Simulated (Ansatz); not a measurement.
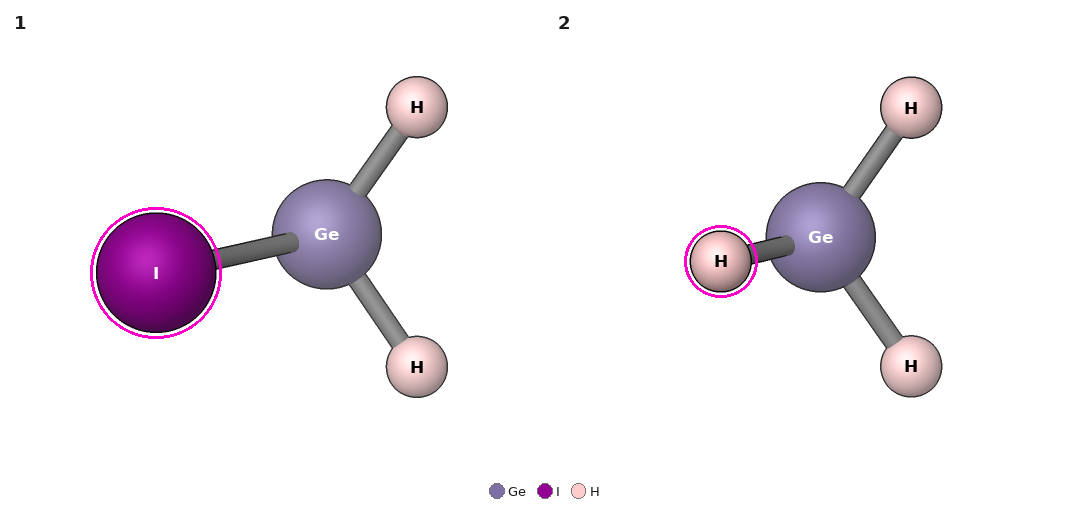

2 molecules with one skeleton, seen from the same side and at one scale; the atom that differs is circled. Each species is neutral and a spin doublet. Computed geometries: PBE0-D4/def2-TZVP optimisations, one conformation each. Properties computed with Ansatz 0.2.0. Elements past Kr carry core potentials.

One atom differs, called X below: I in panel 1, H in panel 2. Their formulas are GeH2I (`[GeH2][I]`), GeH3 (`[GeH3]`).

> In which is the harmonic zero-point energy higher (PBE0-D4/def2-TZVP)?

In panel 2 (X = H).

> In which is the mean angle X–Ge–H larger (PBE0-D4/def2-TZVP)?

In panel 2 (X = H).

Give the values. With PBE0-D4/def2-TZVP: length of X–Ge (Å), mean angle X–Ge–H (°), harmonic zero-point energy (kJ/mol). With PBE-D4/def2-TZVPP: dipole moment (D).

| quantity | 1 (I) | 2 (H) | 2 − 1 |
| --- | --- | --- | --- |
| length of X–Ge (Å) | 2.509 | 1.539 | −0.970 |
| mean angle X–Ge–H (°) | 107.7 | 111.1 | +3.4 |
| dipole moment (D) | 1.04 | 0.03 | −1.01 |
| harmonic zero-point energy (kJ/mol) | 38.3 | 52.7 | +14.4 |
